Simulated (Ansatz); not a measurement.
# BH2Cl− (SMILES [BH2-]Cl): levels of theory compared

Wanted: a comparison of 6 runs (U-revPBE/STO-3G, U-wB97M-V/STO-3G, UPBE0/STO-3G, RPA@PBE/STO-3G, UBCCD(T)/STO-3G, UCCSDTQ/STO-3G) of BH2Cl−. 

The calculation is run with Ansatz 0.2.0.

**1. The system as given**

The species is BH2Cl− (4 atoms), meant as a doublet with charge -1. SMILES: `[BH2-]Cl`. The H4–B1 distance was set to 3.029 Å, away from the relaxed value. At this shape a bond of the SMILES string is far longer than usual.

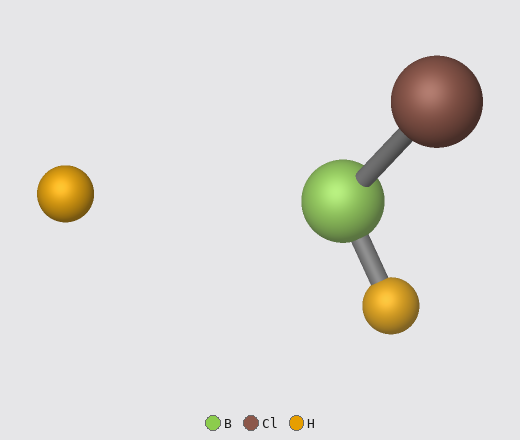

The structure, seen from a chosen angle (boron green, chlorine brown, hydrogen amber).

**2. The energy at U-revPBE/STO-3G (run 1)**

Input file in.yaml:

```yaml
crystal:
  periodic: [false, false, false]
  atoms:
    - symbol: B
      position_ang: [0.348349, -1.812586, 0.375006]
    - symbol: Cl
      position_ang: [1.811249, -1.555906, 1.597026]
    - symbol: H
      position_ang: [-0.542881, -2.370816, 0.976906]
    - symbol: H
      position_ang: [-0.353460, 0.884500, -0.812110]
basis:
  gaussian: {orbitals: STO-3G}
total_charge: -1
magnetization: {spin_polarized: true, initial_magnetization: 1}
hamiltonian: {xc: {name: revPBE}}
accuracy: high
```

The run is started by

```console
$ ansatz run in.yaml --threads 1 --pin off --max-ram 2610MiB --events-out events.jsonl --progress --plain --runs-dir runs
```

Log:

```text
Warning: RAYON_NUM_THREADS=1 ignored (pool sized by the plan → 1); use --threads N
Functional definition: revPBE
  name "revPBE"
  parameter kappa = 1.245
  parameter beta = 0.06672455060314922
  exchange = pbe_x(kappa = kappa, mu = beta*pi^2/3)
  correlation = pbe_c(beta = beta)
259 factors; integrals over basis functions are off by at most 3.7e-8 eV
mean field evaluation 1: about -13070.9122 eV, gradient 8.3e0 eV
mean field evaluation 2: about -13051.3573 eV, gradient 2.0e1 eV
mean field evaluation 4: about -13066.0359 eV, gradient 2.4e1 eV
mean field evaluation 8: about -13075.6322 eV, gradient 2.0e0 eV
mean field evaluation 16: about -13075.7450 eV, gradient 1.4e-8 eV
mean field -13075.74497166 eV, -480.5247646503 hartree, gradient 1.7e-8 eV, S^2 1.038491; 1 other end points of the search recorded, 0 dependent functions left out
reference -13075.74497396 eV, -480.5247647349 hartree; 13, 12 occupied and 3, 4 virtual orbitals, 259 factors
Total energy: -13075.74497396 eV, -480.5247647349 hartree
```

It took 2.2 s on 1 thread of Arm Neoverse V1, shared host; peak memory 0.11 GiB.

**3. A single-point energy at U-wB97M-V/STO-3G (run 2)**

Input file run.yaml:

```yaml
crystal:
  periodic: [false, false, false]
  atoms:
    - symbol: B
      position_ang: [0.348349, -1.812586, 0.375006]
    - symbol: Cl
      position_ang: [1.811249, -1.555906, 1.597026]
    - symbol: H
      position_ang: [-0.542881, -2.370816, 0.976906]
    - symbol: H
      position_ang: [-0.353460, 0.884500, -0.812110]
basis:
  gaussian:
    orbitals: STO-3G
total_charge: -1
magnetization:
  spin_polarized: true
  initial_magnetization: 1
hamiltonian:
  xc: {name: wB97M-V}
accuracy: high
```

The run is started by

```console
$ ansatz run run.yaml --threads 1 --pin off --max-ram 2610MiB --events-out events.jsonl --progress --plain --runs-dir runs
```

Log, shortened:

```text
Warning: RAYON_NUM_THREADS=1 ignored (pool sized by the plan → 1); use --threads N
Functional definition: wB97M-V
  name "wB97M-V"
[...]
  gx(w, u) = 1 - cx + cx01*u + cx10*w
  gss(w, u) = css00 + css04*u^4 + css10*w + css20*w^2 + css43*w^4*u^3
  gos(w, u) = cos00 + cos10*w + (cos20 + cos21*u)*w^2 + (cos60 + cos61*u)*w^6
[...]
      + integral(e_c_pw_mod_opposite_spin*gos(b97_w_opposite, b97_u_opposite)) + vv10(b, c)
259 factors; integrals over basis functions are off by at most 3.7e-8 eV
124 factors; integrals over basis functions are off by at most 8.6e-10 eV
[...]
mean field -13078.29748517 eV, -480.6185677915 hartree, gradient 1.7e-8 eV, S^2 0.992937; 4 other end points of the search recorded, 0 dependent functions left out
reference -13078.29748756 eV, -480.6185678793 hartree; 13, 12 occupied and 3, 4 virtual orbitals, 259 factors
Total energy: -13078.29748756 eV, -480.6185678793 hartree
```

Wall time 36 s (1 thread of Arm Neoverse V1, shared host); peak memory 0.4 GiB.

Run 3 isn't shown in full; the table further down has it.

**4. A single-point energy at RPA@PBE/STO-3G (run 4)**

in.yaml, as its differences from that of step 2:

```diff
@@ -12,6 +12,13 @@
 basis:
-  gaussian: {orbitals: STO-3G}
+  gaussian:
+    orbitals: STO-3G
 total_charge: -1
-magnetization: {spin_polarized: true, initial_magnetization: 1}
-hamiltonian: {xc: {name: revPBE}}
+magnetization:
+  spin_polarized: true
+  initial_magnetization: 1
+hamiltonian:
+  xc: pbe
+correlation:
+  method: rpa
+  frozen_orbitals: {B: 1, Cl: 5, H: 0}
 accuracy: high
```

The run is started by

```console
$ ansatz run in.yaml --threads 1 --pin off --max-ram 2610MiB --events-out events.jsonl --progress --plain --runs-dir runs
```

Log, shortened:

```text
Warning: RAYON_NUM_THREADS=1 ignored (pool sized by the plan → 1); use --threads N
Functional definition: PBE
  name "PBE"
[...]
259 factors; integrals over basis functions are off by at most 3.7e-8 eV
[...]
mean field -13071.11515864 eV, -480.3546221599 hartree, gradient 2.7e-8 eV, S^2 1.043314; 3 other end points of the search recorded, 0 dependent functions left out
6 core orbitals not correlated: weight in the atoms' cores, before any rotation towards them, 1.000 or more for the frozen orbitals, at most 0.000 for the correlated occupied ones
reference -13054.43119508 eV, -479.7414978080 hartree; 7, 6 occupied and 3, 4 virtual orbitals, 259 factors
Total energy: -13058.05126027 eV, -479.8745327499 hartree
```

Run time: 3.9 s. Hardware: 1 thread of Arm Neoverse V1, shared host; peak memory 0.12 GiB.

Run 5 isn't shown in full; the table further down has it.

**5. A single-point energy at UCCSDTQ/STO-3G (run 6)**

Input file input.yaml:

```yaml
crystal:
  periodic: [false, false, false]
  atoms:
    - {symbol: B, position_ang: [0.348349, -1.812586, 0.375006]}
    - {symbol: Cl, position_ang: [1.811249, -1.555906, 1.597026]}
    - {symbol: H, position_ang: [-0.542881, -2.370816, 0.976906]}
    - {symbol: H, position_ang: [-0.353460, 0.884500, -0.812110]}
basis:
  gaussian: {orbitals: STO-3G}
total_charge: -1
magnetization: {spin_polarized: true, initial_magnetization: 1}
correlation: {method: ccsdtq, frozen_orbitals: {B: 1, Cl: 5, H: 0}}
accuracy: high
scf: {omitted_lower_state_checks: [cluster_reference, increment]}
```

The run is started by

```console
$ ansatz run input.yaml --threads 1 --pin off --max-ram 2610MiB --events-out events.jsonl --progress --plain --runs-dir runs
```

Log:

```text
Warning: RAYON_NUM_THREADS=1 ignored (pool sized by the plan → 1); use --threads N
[... 15 lines left out ...]
6 core orbitals not correlated: weight in the atoms' cores, before any rotation towards them, 1.000 or more for the frozen orbitals, at most 0.000 for the correlated occupied ones
[... 100 lines left out ...]
Total energy: -13056.75673310 eV, -479.8269597540 hartree
Checks for a lower state left out: cluster_reference, increment
```

Wall time 36 s (1 thread of Arm Neoverse V1, shared host); peak memory 0.24 GiB.

**6. The series**

| run | level | frozen core orbitals | energy (Eh) | ⟨S²⟩ | wall time |
| --- | --- | --- | --- | --- | --- |
| 1 | U-revPBE/STO-3G | – | -480.524765 | 1.038 | 2.2 s |
| 2 | U-wB97M-V/STO-3G | – | -480.618568 | 0.993 | 36 s |
| 3 | UPBE0/STO-3G | – | -480.428385 | 1.152 | 3.9 s |
| 4 | RPA@PBE/STO-3G | 6 | -479.874533 | 1.043 | 3.9 s |
| 5 | UBCCD(T)/STO-3G | 6 | -479.825747 | 1.727 | 0.36 s |
| 6 | UCCSDTQ/STO-3G | 6 | -479.826960 | 1.727 | 36 s |

**7. Outcome**

| quantity | value |
| --- | --- |
| run 6: total energy | -479.82696 Eh |
| run 6: correlation energy (6 core orbitals frozen) | -33.2 mEh |
| run 6: ⟨S²⟩ of the reference determinant | 1.727 |
| run 6: T1 diagnostic | 0.041 |

What this shows: Totals of different functionals can't be ranked against each other. In runs 1, 2, 3, 4, 5, 6 the basis is minimal, so the values are rough. Spin contamination of the reference: run 5 ⟨S²⟩ = 1.73, run 6 ⟨S²⟩ = 1.73, run 3 ⟨S²⟩ = 1.15, run 4 ⟨S²⟩ = 1.04, run 1 ⟨S²⟩ = 1.04, run 2 ⟨S²⟩ = 0.99. Where it is this large, the reference is a mixture of spin states, and values that rest on it are in doubt. All runs together took 82 s, the longest 36 s.
